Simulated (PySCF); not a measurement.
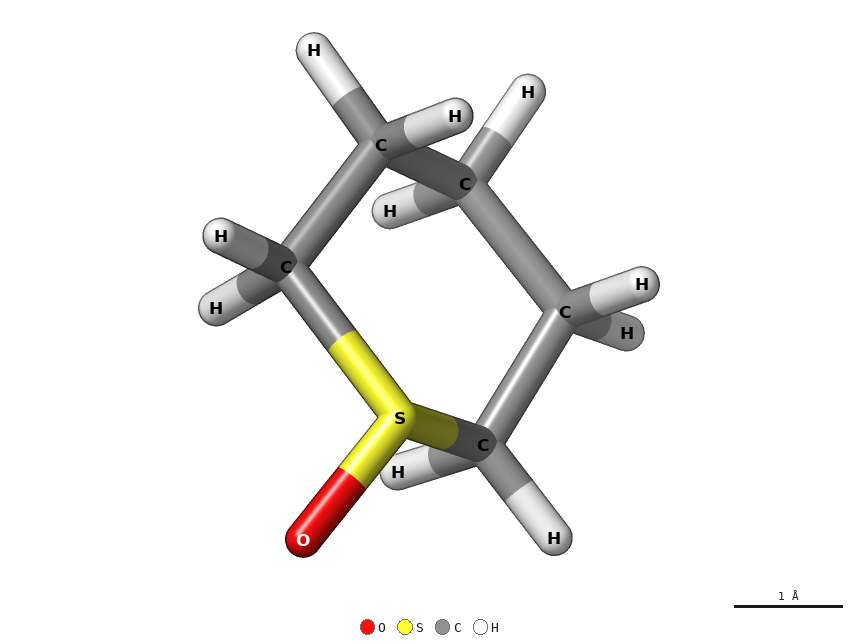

Stick drawing of a structure. Every bond is drawn as one stick, whatever its order.

The geometry was computed by an optimisation with GFN2-xTB. No frequency run is at hand to confirm it as a minimum.

> Which formula does it have?

C₅H₁₀OS, 17 atoms: 5 carbon, 10 hydrogen, 1 oxygen and 1 sulfur.

> Does it have rings?

Independent rings (smallest set): 1 of 6 members.

The parts below concern this one geometry. Atoms keep their numbers from picture to picture.

### Symmetry

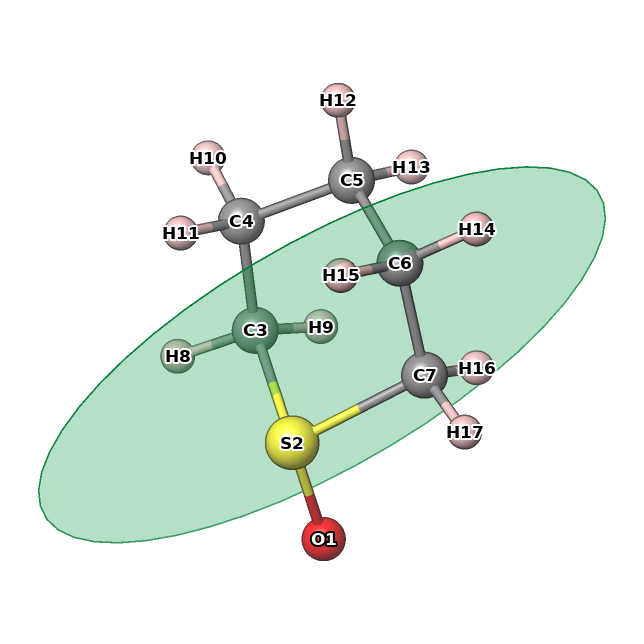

A disc through the centre of mass is drawn in. Atoms fade into the background with distance from the viewer. No frequency run is at hand to confirm it as a minimum.

> Is the plane of the disc a mirror plane of the structure?

No. The point group is Cs, with 1 mirror plane, and this plane isn't one of its mirror planes.

### Electronic properties

No frequency run is at hand to confirm it as a minimum. Level of theory: PBE0/pcSseg-1, gas phase (PySCF 2.14.0).

> Estimate the HOMO energy (Kohn–Sham orbital).

−6.47 eV.

> Give the HOMO–LUMO gap at this level.

7.25 eV.

> Give the dipole moment at this level.

4.33 D.

### Quadrupole coupling

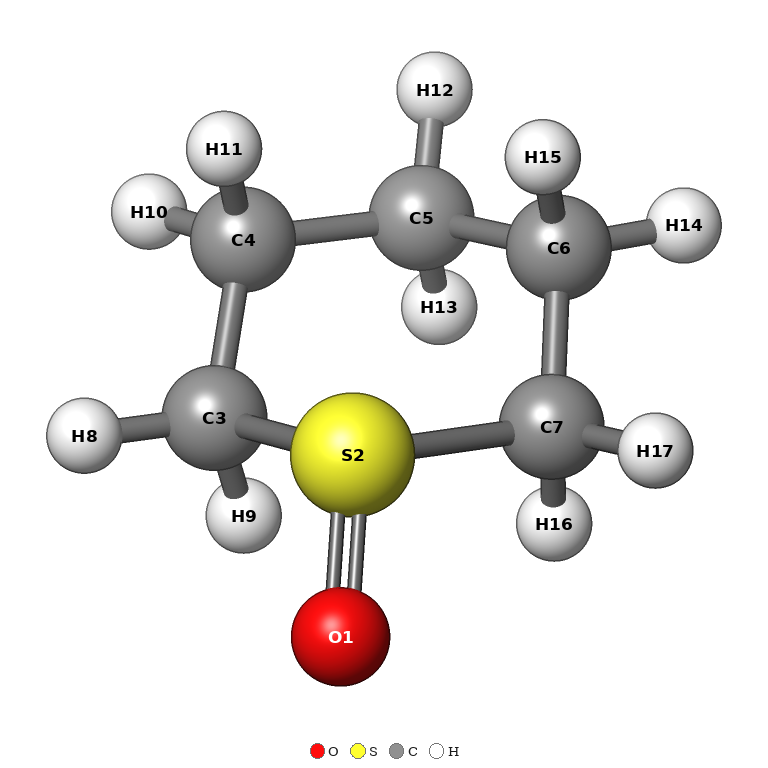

No frequency run is at hand to confirm it as a minimum. Electric field gradients from the ground-state density, PBE0/pcSseg-1 (PySCF 2.14.0), non-relativistic apart from any core potentials.

Give the largest field-gradient component, the quadrupole coupling constant and the asymmetry for 17O at O1 (Q = −25.6 mb), 33S at S2 (Q = −67.81 mb), 2H at H8 (Q = 2.86 mb), 2H at H9 (Q = 2.86 mb).

```json
{"atom": "O1", "V_zz (a.u.)": "1.704", "e²qQ/h (MHz)": "−10.25", "η": "0.35"}
{"atom": "S2", "V_zz (a.u.)": "−1.954", "e²qQ/h (MHz)": "31.1", "η": "0.10"}
{"atom": "H8", "V_zz (a.u.)": "0.307", "e²qQ/h (MHz)": "0.206", "η": "0.03"}
{"atom": "H9", "V_zz (a.u.)": "0.306", "e²qQ/h (MHz)": "0.206", "η": "0.01"}
```

### NMR shielding

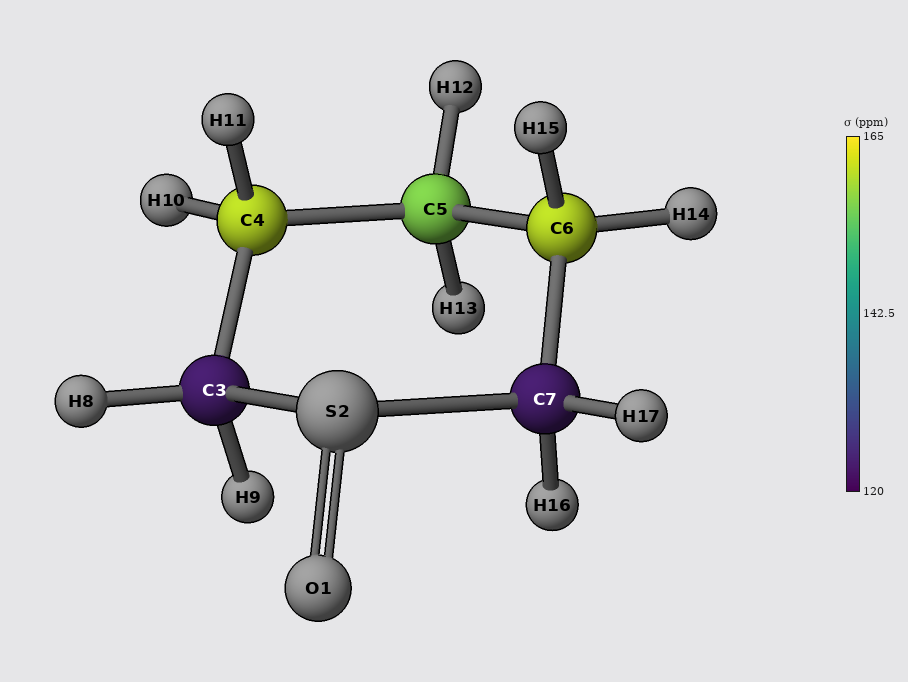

Atoms are coloured by their isotropic NMR shieldings (C only, the others grey). No frequency run is at hand to confirm it as a minimum. Level of theory: GIAO PBE0/pcSseg-1 NMR shielding, non-relativistic, gas phase (PySCF 2.14.0).

> Which C atom is the most shielded (lowest chemical shift)?

C4, C6 (160.4 to 160.5 ppm).

> Which C atom is the least shielded (highest chemical shift)?

C3, C7 (123.8 to 123.9 ppm).

> How wide is the range of C shifts?

36.7 ppm.

List the isotropic NMR shieldings of the C atoms.

```json
{"atom": "C3", "σ (ppm)": "123.8"}
{"atom": "C4", "σ (ppm)": "160.4"}
{"atom": "C5", "σ (ppm)": "156.5"}
{"atom": "C6", "σ (ppm)": "160.5"}
{"atom": "C7", "σ (ppm)": "123.9"}
```
